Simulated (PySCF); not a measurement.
System: MoBr (sextet).

```yaml
atoms:
  - { symbol: Mo, position_ang: [0.0000, 0.0000, -1.0903] }
  - { symbol: Br, position_ang: [0.0000, 0.0000, 1.3527] }
```

Core potentials replace the inner electrons of Mo.

Method: PBE0/def2-TZVPPD, non-relativistic Hamiltonian with scalar-relativistic core potentials where named, at a bond length of 2.443 Å in PySCF.

> Predict the electron density, electron localisation function and spin density between the atoms.

Mo–Br (2.44 Å): ρ at the midpoint is about 0.58 e/Å³; the ELF peaks at about 0.75 in the valence shell of Br, 1.0 Å from its nucleus, and is about 0.45 at the midpoint.
The unpaired spin (5 electrons) lies mostly on Mo1 (about 4.9) and Br2 (about 0.1), in electrons by Hirshfeld's partition.

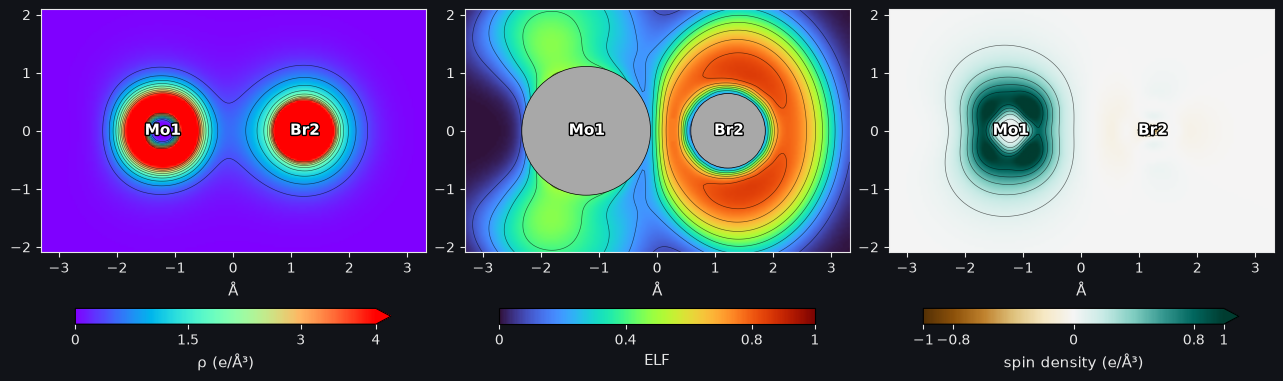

Computed electron density, electron localisation function and spin density on a plane that holds the molecular axis, in this order. Grey discs cover the atomic cores in the ELF map. 
